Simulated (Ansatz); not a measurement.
**GeH5 (doublet): one geometry, many settings at distance Ge1–H5 along a hydrogen transfer = 2.193 Å**

What do other methods and options give for GeH5 (doublet) at this geometry, and how long do they take?

The runs use Ansatz 0.2.0, Gaussian basis; the settings change from run to run.

10 further runs of the same task are left out: 2 for a mislabelled method, 5 that didn't finish, 3 set aside as unsound or not needed.

## Step 1: The geometry

The geometry derives from fragments relaxed apart (PBE0/def2-TZVP) and kept rigid, so it is no stationary point. A hydrogen atom is moved between rigid fragments. No spin-orbit coupling is included. The filled d shell of Ge may be among the frozen orbitals whatever the setting's name suggests; the logs give the count.

6 atoms, charge 0, spin multiplicity 2.

Atoms are counted from 1 here; the program's logs count them from 0.

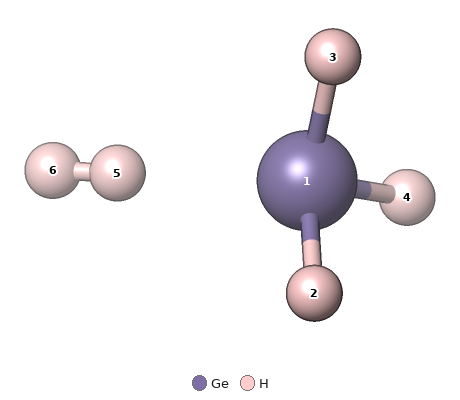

The geometry (germanium purple, hydrogen pink); atoms are numbered from 1 in the order of the file.

## Step 2: CISD/cc-pVDZ

Contents of in.yaml:

```yaml
crystal:
  periodic: [false, false, false]
  atoms:
    - {symbol: Ge, position_ang: [-0.046669, 0.000000, 0.000000]}
    - {symbol: H, position_ang: [-0.558119, 1.446599, 0.000000]}
    - {symbol: H, position_ang: [-0.558118, -0.723300, 1.252791]}
    - {symbol: H, position_ang: [-0.558119, -0.723299, -1.252792]}
    - {symbol: H, position_ang: [2.146331, 0.000000, 0.000000]}
    - {symbol: H, position_ang: [2.891331, 0.000000, 0.000000]}
basis:
  gaussian: {orbitals: cc-pVDZ}
magnetization: {spin_polarized: false, initial_magnetization: 1}
correlation: {active_space: {ras: {orbitals: [4, 1, 33], electrons: 9, max_holes: 2, max_particles: 2}, fixed_orbitals: true}}
accuracy: high
```

The run is started by

```sh
$ ansatz run in.yaml --threads 1 --pin off --events-out ev --progress --plain --max-ram 2393MiB
```

Standard output:

```text
Functional definition: HF
  name "HF"
  cite "Fock, Z. Phys. 61, 126 (1930) doi:10.1007/BF01340294"
  parent pbe
  exchange = exact_x
  correlation = 0
1111 factors; integrals over basis functions are off by at most 4.6e-9 eV
mean field evaluation 1: about -56548.4910 eV, gradient 9.2e0 eV
mean field evaluation 2: about -56548.4977 eV, gradient 9.2e0 eV
mean field evaluation 4: about -56549.1450 eV, gradient 5.7e-1 eV
mean field evaluation 8: about -56549.1484 eV, gradient 6.7e-6 eV
mean field -56549.14840627 eV, -2078.1428735410 hartree, gradient 1.1e-8 eV, S^2 0.750000; 0 other end points of the search recorded, 0 dependent functions left out
reference -56549.14840627 eV, -2078.1428735410 hartree; 19, 18 occupied and 33, 34 virtual orbitals, 1111 factors
state -56553.19002547 eV, -2078.2914003069 hartree
Total energy: -56553.19002547 eV, -2078.2914003069 hartree
```

Wall time 2.1 s (1 thread of Arm Neoverse V1, shared host).

From the report: 23,742 determinants.

## Step 3: BCCD(T) on UHF/def2-SVP

in.yaml: that of step 2 with these lines changed.

```diff
@@ -10,5 +10,6 @@
 basis:
-  gaussian: {orbitals: cc-pVDZ}
-magnetization: {spin_polarized: false, initial_magnetization: 1}
-correlation: {active_space: {ras: {orbitals: [4, 1, 33], electrons: 9, max_holes: 2, max_particles: 2}, fixed_orbitals: true}}
-accuracy: high
+  gaussian: {orbitals: def2-SVP}
+magnetization: {spin_polarized: true, initial_magnetization: 1}
+correlation: {method: bccd_t, electrons: outside_noble_gas}
+scf: {omitted_lower_state_checks: [cluster_reference]}
+output: {forces: true}
```

Same command.

Standard output, shortened:

```text
Functional definition: HF
  name "HF"
  cite "Fock, Z. Phys. 61, 126 (1930) doi:10.1007/BF01340294"
  parent pbe
[...]
573 factors; integrals over basis functions are off by at most 1.4e-3 eV
[...]
mean field -56542.93704146 eV, -2077.9146100943 hartree, gradient 3.6e-6 eV, S^2 0.758400; 0 other end points of the search recorded, 0 dependent functions left out
14 core orbitals not correlated: weight in the atoms' cores, before any rotation towards them, 0.999 or more for the frozen orbitals, at most 0.000 for the correlated occupied ones
reference -56542.93704146 eV, -2077.9146100943 hartree; 5, 4 occupied and 38, 39 virtual orbitals, 573 factors
second order -3.30070906 eV of doubles, -0.00000000 eV of singles
cycle   1  -3.95602757 eV  change   -6.6e-1 eV  update   5.8e-2
[...]
cycle  10  -4.19674847 eV  change   -2.1e-6 eV  update   2.7e-6
perturbative correction -0.07122674 eV, -0.0026175346 hartree
[...]
Total energy: -56547.20501667 eV, -2078.0714552905 hartree
Atom 0 at    -0.046669     0.000000     0.000000 Å, force    -0.810199     0.000003     0.000000 eV/Å
Atom 1 at    -0.558119     1.446599     0.000000 Å, force    -0.008452     0.213945     0.000000 eV/Å
Atom 2 at    -0.558118    -0.723300     1.252791 Å, force    -0.008453    -0.106974     0.185284 eV/Å
Atom 3 at    -0.558119    -0.723299    -1.252792 Å, force    -0.008453    -0.106974    -0.185284 eV/Å
Atom 4 at     2.146331     0.000000     0.000000 Å, force    -0.433957     0.000000    -0.000000 eV/Å
Atom 5 at     2.891331     0.000000     0.000000 Å, force     1.269513    -0.000000    -0.000000 eV/Å
Dipole moment:     0.070551    -0.000000     0.000000 e Å
Checks for a lower state left out: cluster_reference
```

It took 5 s on 1 thread of Arm Neoverse V1, shared host.

From the report: ⟨S²⟩ of the determinant 0.758 (pure doublet: 0.75); correlation -4.2680 eV; largest double amplitude 0.04.

## Step 4: MP2 on ROHF/STO-3G

in.yaml: that of step 3 with these lines changed.

```diff
@@ -10,6 +10,5 @@
 basis:
-  gaussian: {orbitals: def2-SVP}
-magnetization: {spin_polarized: true, initial_magnetization: 1}
-correlation: {method: bccd_t, electrons: outside_noble_gas}
-scf: {omitted_lower_state_checks: [cluster_reference]}
+  gaussian: {orbitals: STO-3G}
+magnetization: {spin_polarized: false, initial_magnetization: 1}
+correlation: {method: mp2, electrons: all}
 output: {forces: true}
```

Same command.

Standard output, shortened:

```text
Functional definition: HF
  name "HF"
  cite "Fock, Z. Phys. 61, 126 (1930) doi:10.1007/BF01340294"
  parent pbe
[...]
239 factors; integrals over basis functions are off by at most 2.8e-5 eV
[...]
mean field -55907.06434652 eV, -2054.5467195655 hartree, gradient 9.5e-7 eV, S^2 0.750000; 0 other end points of the search recorded, 0 dependent functions left out
[...]
reference -55907.06434652 eV, -2054.5467195655 hartree; 19, 18 occupied and 4, 5 virtual orbitals, 239 factors
second order -1.31713062 eV of doubles, -0.01076817 eV of singles
[...]
Total energy: -55908.39224531 eV, -2054.5955189459 hartree
Atom 0 at    -0.046669     0.000000     0.000000 Å, force    -2.599378     0.000002     0.000000 eV/Å
Atom 1 at    -0.558119     1.446599     0.000000 Å, force     0.570191    -1.668078    -0.000000 eV/Å
Atom 2 at    -0.558118    -0.723300     1.252791 Å, force     0.570190     0.834038    -1.444596 eV/Å
Atom 3 at    -0.558119    -0.723299    -1.252792 Å, force     0.570190     0.834038     1.444596 eV/Å
Atom 4 at     2.146331     0.000000     0.000000 Å, force     1.143596     0.000000     0.000000 eV/Å
Atom 5 at     2.891331     0.000000     0.000000 Å, force    -0.254789    -0.000000     0.000000 eV/Å
Dipole moment:     0.042605    -0.000000    -0.000000 e Å
```

It took 0.27 s on 1 thread of Arm Neoverse V1, shared host.

## Step 5: CCSD/STO-3G

in.yaml: that of step 4 with these lines changed.

```diff
@@ -11,4 +11,5 @@
   gaussian: {orbitals: STO-3G}
-magnetization: {spin_polarized: false, initial_magnetization: 1}
-correlation: {method: mp2, electrons: all}
-output: {forces: true}
+magnetization: {spin_polarized: true, initial_magnetization: 1}
+hamiltonian: {xc: {name: PBE0}}
+correlation: {method: ccsd, electrons: outside_noble_gas}
+scf: {lower_state_search: off}
```

Launched as before.

Standard output, shortened:

```text
Functional definition: PBE0
  name "PBE0"
  cite "Adamo & Barone, J. Chem. Phys. 110, 6158 (1999) doi:10.1063/1.478522"
  cite "Perdew, Burke & Ernzerhof, Phys. Rev. Lett. 77, 3865 (1996) doi:10.1103/PhysRevLett.77.3865"
  parent pbe
[...]
239 factors; integrals over basis functions are off by at most 2.8e-5 eV
[...]
mean field -55938.79501579 eV, -2055.7128001532 hartree, gradient 1.1e-6 eV, S^2 0.752003; 0 other end points of the search recorded, 0 dependent functions left out
14 core orbitals not correlated, not the lowest: weight in the atoms' cores, before any rotation towards them, 0.931 or more for the frozen orbitals, at most 0.044 for the correlated occupied ones
reference -55906.45936213 eV, -2054.5244867991 hartree; 5, 4 occupied and 4, 5 virtual orbitals, 239 factors
second order -1.21569941 eV of doubles, -0.07234192 eV of singles
cycle   1  -1.71503032 eV  change   -4.3e-1 eV  update   5.5e-2
[...]
cycle   9  -1.96567070 eV  change    2.1e-6 eV  update   2.5e-6
Total energy: -55908.42503283 eV, -2054.5967238649 hartree
Checks for a lower state left out: stability, starts, cluster_reference, orbital_swaps, neighbouring_geometries, increment
```

It took 0.69 s on 1 thread of Arm Neoverse V1, shared host.

From the report: ⟨S²⟩ of the determinant 0.752 (pure doublet: 0.75); correlation -1.9657 eV; T1 0.016; largest double amplitude 0.08. The orbitals are Kohn-Sham ones, so correlation energy and T1 don't compare with those on Hartree-Fock orbitals.

## Step 6: CCSD(T) on UHF/cc-pVDZ

in.yaml: that of step 5 with these lines changed.

```diff
@@ -10,6 +10,6 @@
 basis:
-  gaussian: {orbitals: STO-3G}
+  gaussian: {orbitals: cc-pVDZ}
 magnetization: {spin_polarized: true, initial_magnetization: 1}
-hamiltonian: {xc: {name: PBE0}}
-correlation: {method: ccsd, electrons: outside_noble_gas}
-scf: {lower_state_search: off}
+correlation: {method: ccsd_t, electrons: outside_noble_gas}
+scf: {omitted_lower_state_checks: [cluster_reference]}
+output: {forces: true}
```

Launched as before.

Standard output, shortened:

```text
Functional definition: HF
  name "HF"
  cite "Fock, Z. Phys. 61, 126 (1930) doi:10.1007/BF01340294"
  parent pbe
[...]
539 factors; integrals over basis functions are off by at most 1.3e-3 eV
[...]
mean field -56549.21506759 eV, -2078.1453232991 hartree, gradient 5.5e-6 eV, S^2 0.758202; 0 other end points of the search recorded, 0 dependent functions left out
14 core orbitals not correlated: weight in the atoms' cores, before any rotation towards them, 0.999 or more for the frozen orbitals, at most 0.000 for the correlated occupied ones
reference -56549.21506759 eV, -2078.1453232991 hartree; 5, 4 occupied and 33, 34 virtual orbitals, 539 factors
second order -3.29413886 eV of doubles, -0.00000000 eV of singles
cycle   1  -3.95740781 eV  change   -6.6e-1 eV  update   5.8e-2
[...]
cycle  10  -4.21233381 eV  change   -2.2e-6 eV  update   2.2e-6
perturbative correction -0.06620422 eV, -0.0024329601 hartree
[...]
Total energy: -56553.49360561 eV, -2078.3025566716 hartree
Atom 0 at    -0.046669     0.000000     0.000000 Å, force    -0.730973     0.000003     0.000000 eV/Å
Atom 1 at    -0.558119     1.446599     0.000000 Å, force    -0.029562     0.272617    -0.000000 eV/Å
Atom 2 at    -0.558118    -0.723300     1.252791 Å, force    -0.029563    -0.136310     0.236095 eV/Å
Atom 3 at    -0.558119    -0.723299    -1.252792 Å, force    -0.029563    -0.136310    -0.236095 eV/Å
Atom 4 at     2.146331     0.000000     0.000000 Å, force    -0.510963     0.000000    -0.000000 eV/Å
Atom 5 at     2.891331     0.000000     0.000000 Å, force     1.330624    -0.000000    -0.000000 eV/Å
Dipole moment:     0.073292    -0.000000     0.000000 e Å
Checks for a lower state left out: cluster_reference
```

Run time: 3.1 s. Hardware: 1 thread of Arm Neoverse V1, shared host.

From the report: ⟨S²⟩ of the determinant 0.758 (pure doublet: 0.75); correlation -4.2785 eV; T1 0.011; largest double amplitude 0.04.

## Step 7: CCSDT on ROHF/STO-3G

in.yaml: that of step 6 with these lines changed.

```diff
@@ -10,6 +10,6 @@
 basis:
-  gaussian: {orbitals: cc-pVDZ}
-magnetization: {spin_polarized: true, initial_magnetization: 1}
-correlation: {method: ccsd_t, electrons: outside_noble_gas}
-scf: {omitted_lower_state_checks: [cluster_reference]}
+  gaussian: {orbitals: STO-3G}
+magnetization: {spin_polarized: false, initial_magnetization: 1}
+correlation: {method: ccsdt, electrons: all}
+scf: {lower_state_search: full}
 output: {forces: true}
```

The command is unchanged.

Standard output, shortened:

```text
Functional definition: HF
  name "HF"
  cite "Fock, Z. Phys. 61, 126 (1930) doi:10.1007/BF01340294"
  parent pbe
[...]
290 factors; integrals over basis functions are off by at most 3.8e-8 eV
[...]
mean field -55907.06444301 eV, -2054.5467231115 hartree, gradient 9.3e-7 eV, S^2 0.750000; 3 other end points of the search recorded, 0 dependent functions left out
reference -55907.06444301 eV, -2054.5467231115 hartree; 19, 18 occupied and 4, 5 virtual orbitals, 290 factors
second order -1.31713299 eV of doubles, -0.01076813 eV of singles
cycle   1  -1.76231775 eV  change   -4.3e-1 eV  update   5.6e-2
[...]
cycle  12  -2.04184360 eV  change    1.4e-6 eV  update   2.7e-6
[...]
Total energy: -55909.10628661 eV, -2054.6217594796 hartree
Atom 0 at    -0.046669     0.000000     0.000000 Å, force    -2.337622     0.000002    -0.000000 eV/Å
Atom 1 at    -0.558119     1.446599     0.000000 Å, force     0.483963    -1.374331     0.000000 eV/Å
Atom 2 at    -0.558118    -0.723300     1.252791 Å, force     0.483961     0.687164    -1.190204 eV/Å
Atom 3 at    -0.558119    -0.723299    -1.252792 Å, force     0.483961     0.687164     1.190204 eV/Å
Atom 4 at     2.146331     0.000000     0.000000 Å, force     0.596449     0.000000     0.000000 eV/Å
Atom 5 at     2.891331     0.000000     0.000000 Å, force     0.289287    -0.000000    -0.000000 eV/Å
Dipole moment:     0.040807    -0.000000     0.000000 e Å
```

Wall time 18 s (1 thread of Arm Neoverse V1, shared host); peak memory 0.39 GiB.

From the report: correlation -2.0418 eV; T1 0.005; largest double amplitude 0.07.

## Step 8: BCCD(T)/6-31G

in.yaml: that of step 7 with these lines changed.

```diff
@@ -10,6 +10,6 @@
 basis:
-  gaussian: {orbitals: STO-3G}
+  gaussian: {orbitals: 6-31G}
 magnetization: {spin_polarized: false, initial_magnetization: 1}
-correlation: {method: ccsdt, electrons: all}
-scf: {lower_state_search: full}
+hamiltonian: {xc: {name: r2SCAN}, pseudopotentials: {relativity: scalar}}
+correlation: {method: bccd_t, electrons: all}
 output: {forces: true}
```

The command is unchanged.

Standard output, shortened:

```text
Functional definition: r2SCAN
  name "r2SCAN"
  cite "Furness, Kaplan, Ning, Perdew & Sun, J. Phys. Chem. Lett. 11, 8208 (2020) doi:10.1021/acs.jpclett.0c02405"
  cite "Furness, Kaplan, Ning, Perdew & Sun, J. Phys. Chem. Lett. 11, 9248 (2020) doi:10.1021/acs.jpclett.0c03077"
  parent r2scan
[...]
413 factors; integrals over basis functions are off by at most 1.1e-3 eV
[...]
mean field -57059.02229880 eV, -2096.8803934864 hartree, gradient 2.9e-6 eV, S^2 0.750000; 0 other end points of the search recorded, 0 dependent functions left out
reference -57012.76529024 eV, -2095.1804797761 hartree; 19, 18 occupied and 20, 21 virtual orbitals, 413 factors
second order -7.69419738 eV of doubles, -0.26492765 eV of singles
cycle   1  -7.59158687 eV  change    3.6e-1 eV  update   6.4e-2
[...]
cycle  11  -7.97845885 eV  change   -3.5e-6 eV  update   1.7e-6
perturbative correction -0.11581480 eV, -0.0042561154 hartree
[...]
Total energy: -57020.85956389 eV, -2095.4779388462 hartree
Relativity: scalar
Atom 0 at    -0.046669     0.000000     0.000000 Å, force    -0.652456     0.000003    -0.000000 eV/Å
Atom 1 at    -0.558119     1.446599     0.000000 Å, force    -0.076324     0.363431     0.000000 eV/Å
Atom 2 at    -0.558118    -0.723300     1.252791 Å, force    -0.076324    -0.181717     0.314742 eV/Å
Atom 3 at    -0.558119    -0.723299    -1.252792 Å, force    -0.076324    -0.181717    -0.314742 eV/Å
Atom 4 at     2.146331     0.000000     0.000000 Å, force     0.222060     0.000000    -0.000000 eV/Å
Atom 5 at     2.891331     0.000000     0.000000 Å, force     0.659368    -0.000000     0.000000 eV/Å
Dipole moment:     0.080203    -0.000000    -0.000000 e Å
```

It took 22 s on 1 thread of Arm Neoverse V1, shared host; peak memory 0.29 GiB.

From the report: correlation -8.0943 eV; largest double amplitude 0.04.

## Step 9: CCSD(T)/def2-mTZVP

in.yaml: that of step 8 with these lines changed.

```diff
@@ -10,6 +10,8 @@
 basis:
-  gaussian: {orbitals: 6-31G}
+  gaussian: {orbitals: def2-mTZVP}
 magnetization: {spin_polarized: false, initial_magnetization: 1}
-hamiltonian: {xc: {name: r2SCAN}, pseudopotentials: {relativity: scalar}}
-correlation: {method: bccd_t, electrons: all}
+hamiltonian: {xc: {name: B3LYP}, pseudopotentials: {relativity: scalar}}
+correlation: {method: ccsd_t, electrons: valence}
+accuracy: high
+scf: {lower_state_search: light}
 output: {forces: true}
```

Launched as before.

Standard output, shortened:

```text
Functional definition: B3LYP
  name "B3LYP"
  cite "Stephens, Devlin, Chabalowski & Frisch, J. Phys. Chem. 98, 11623 (1994) doi:10.1021/j100096a001"
  cite "Becke, Phys. Rev. A 38, 3098 (1988) doi:10.1103/PhysRevA.38.3098"
  cite "Lee, Yang & Parr, Phys. Rev. B 37, 785 (1988) doi:10.1103/PhysRevB.37.785"
  cite "Vosko, Wilk & Nusair, Can. J. Phys. 58, 1200 (1980) doi:10.1139/p80-159"
[...]
953 factors; integrals over basis functions are off by at most 4.7e-9 eV
[...]
mean field -57065.60194630 eV, -2097.1221910722 hartree, gradient 2.7e-8 eV, S^2 0.750000; 0 other end points of the search recorded, 0 dependent functions left out
[...]
9 core orbitals not correlated: weight in the atoms' cores, before any rotation towards them, 1.000 or more for the frozen orbitals, at most 0.000 for the correlated occupied ones
reference -57016.40578469 eV, -2095.3142654794 hartree; 10, 9 occupied and 32, 33 virtual orbitals, 953 factors
second order -6.49827968 eV of doubles, -0.46955243 eV of singles
cycle   1  -6.71808184 eV  change    2.4e-1 eV  update   7.5e-2
[...]
cycle  19  -7.11889280 eV  change  -5.7e-10 eV  update   1.6e-9
perturbative correction -0.22143826 eV, -0.0081377059 hartree
[...]
Total energy: -57023.74611574 eV, -2095.5840176702 hartree
Relativity: scalar
Atom 0 at    -0.046669     0.000000     0.000000 Å, force    -0.858188     0.000003     0.000000 eV/Å
Atom 1 at    -0.558119     1.446599     0.000000 Å, force     0.009843     0.158125     0.000000 eV/Å
Atom 2 at    -0.558118    -0.723300     1.252791 Å, force     0.009842    -0.079064     0.136942 eV/Å
Atom 3 at    -0.558119    -0.723299    -1.252792 Å, force     0.009842    -0.079064    -0.136942 eV/Å
Atom 4 at     2.146331     0.000000     0.000000 Å, force     0.107504     0.000000    -0.000000 eV/Å
Atom 5 at     2.891331     0.000000     0.000000 Å, force     0.721157    -0.000000    -0.000000 eV/Å
Dipole moment:     0.076188    -0.000000    -0.000000 e Å
```

Run time: 29 s. Hardware: 1 thread of Arm Neoverse V1, shared host; peak memory 0.29 GiB.

From the report: correlation -7.3403 eV; T1 0.015; largest double amplitude 0.03. The orbitals are Kohn-Sham ones, so correlation energy and T1 don't compare with those on Hartree-Fock orbitals.

## Step 10: The runs in one table

Where basis and cores are those of an earlier UCCSDT(Q)/cc-pVDZ run (-56553.5126 eV), and the state is the same kind, the miss against it is given.

| level | correlated | functions | energy (eV) | from UCCSDT(Q) (meV) | time |
| --- | --- | --- | --- | --- | --- |
| CISD/cc-pVDZ | outside noble gas | 52 | -56553.1900 | 322.5 | 2.1 s |
| BCCD(T) on UHF/def2-SVP | outside noble gas | 57 | -56547.2050 |  | 5 s |
| MP2 on ROHF/STO-3G | all | 23 | -55908.3922 |  | 0.27 s |
| CCSD/STO-3G (on PBE0 orbitals) | outside noble gas | 23 | -55908.4250 |  | 0.69 s |
| CCSD(T) on UHF/cc-pVDZ | outside noble gas | 52 | -56553.4936 | 19.0 | 3.1 s |
| CCSDT on ROHF/STO-3G | all | 23 | -55909.1063 |  | 18 s |
| BCCD(T)/6-31G (on r2SCAN orbitals, relativity set) | all | 39 | -57020.8596 |  | 22 s |
| CCSD(T)/def2-mTZVP (on B3LYP orbitals, relativity set) | valence | 51 | -57023.7461 |  | 29 s |

## Step 11: Summary of results

| quantity | value |
| --- | --- |
| runs | 8 |
| quickest | MP2 on ROHF/STO-3G, 0.27 s |
| slowest | CCSD(T)/def2-mTZVP (on B3LYP orbitals, relativity set), 29 s |

What this shows: Total energies in different bases, with other cores or another treatment of relativity can't be set against each other. CCSD(T)/def2-mTZVP (on B3LYP orbitals, relativity set) took 106 times as long as MP2 on ROHF/STO-3G; the jobs differ in more than the method. Among the correlated runs with a miss given, it spans +19 to +323 meV.
